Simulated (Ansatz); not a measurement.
**GaSb, pressure series**

The parent structure is GaSb in the zinc blende structure (space group F-43m, No. 216; a = 6.132 Å).

Cell and atoms are relaxed at each pressure.

Computed with r2SCAN (Ansatz, a first-principles code; PAW; 500 eV plane waves; spin-orbit coupling left out).

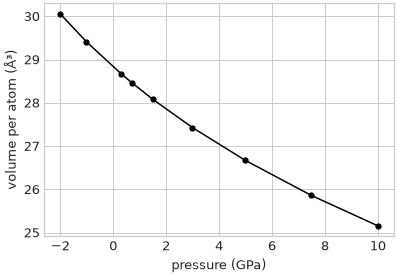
Figure: Volume against pressure

### Question
Estimate the zero-pressure bulk modulus from the plot.

### Answer
About 53 GPa; a third-order Birch–Murnaghan fit to the points gives V₀ = 28.83 Å³/atom, B₀ = 53 GPa and B₀′ = 4.7.

Measured bulk modulus of GaSb: 57 GPa (temperature not stated; as listed in Cormac Toher et al., Physical Review Materials (2017)); the computed value is for a static lattice, so the two differ by thermal effects too.

Load acts through the strain it causes; cell and atoms are relaxed under it. Whether these cells are dynamically stable was not tested. Tetrahedral semiconductors of this kind turn to denser phases somewhere between about 1 and 50 GPa; those were not computed, so compressed cells here can lie past the real transition.
